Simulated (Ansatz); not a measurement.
A computed series for WP: pressure series

Base system: WP (space group Pnma, No. 62; a = 5.689 Å, b = 3.225 Å, c = 6.224 Å).

Cell and atoms are relaxed at each pressure.

Computed with DFT with PBEsol, PAW potentials and a 420 eV plane-wave cutoff in Ansatz (a program for electronic structure), without spin-orbit coupling.

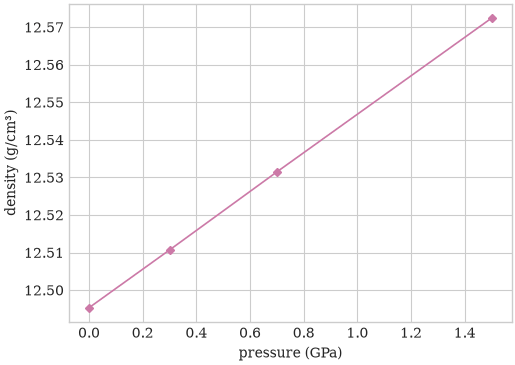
Fig. 1. Density against pressure

```
pressure (GPa)      density
--------------  -----------
0.3             12.51 g/cm³
0.7             12.53 g/cm³
1.5             12.57 g/cm³
```

Load acts through the strain it causes; cell and atoms are relaxed under it. Whether these cells are dynamically stable was not tested. The final runs are not spin-polarised.
